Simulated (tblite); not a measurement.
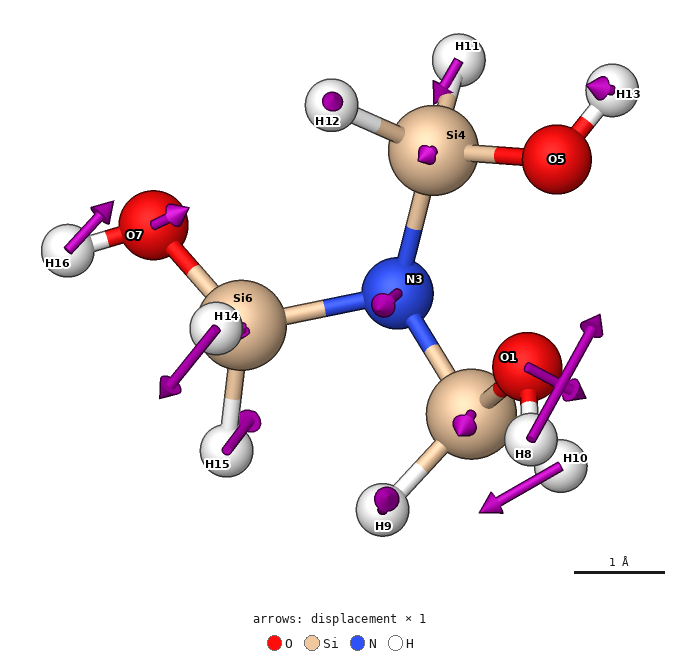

A relaxation of Si₃NH₉O₃. The starting structure is drawn; purple arrows show the displacements, at their true length. The two geometries are superimposed by the best rigid fit.

The picture is a ball-and-stick view, seen at a tilt.

These are results of GFN2-xTB geometry optimisation, gas phase (tblite), not measurements. 

### Atoms of which element are displaced furthest, and by how much?

Hydrogen: up to 1.91 Å, against 0.89 Å for oxygen.

### Describe the change and its energy.

The atom that moves furthest after the best rigid fit is an H atom (1.91 Å). By element the largest moves are H 1.91 Å, O 0.89 Å, N 0.82 Å, Si 0.50 Å. Near-neighbour distances that change, for instance: O–Si 1.695 → 1.612 Å, O–Si 1.703 → 1.625 Å, O–Si 1.724 → 1.647 Å, N–Si 1.783 → 1.724 Å. Among the angles between lasting bonds that change: Si–N–Si 111.8° → 127.6°, Si–N–Si 104.6° → 115.6°, Si–O–H 108.9° → 119.3°. Groups turn about O–Si by about 150°, O–Si by about 45°. After 256 geometry steps the energy has fallen by 156.9 kJ/mol. Cost: 3.5 s on 1 thread of Arm Neoverse N1 (shared host).
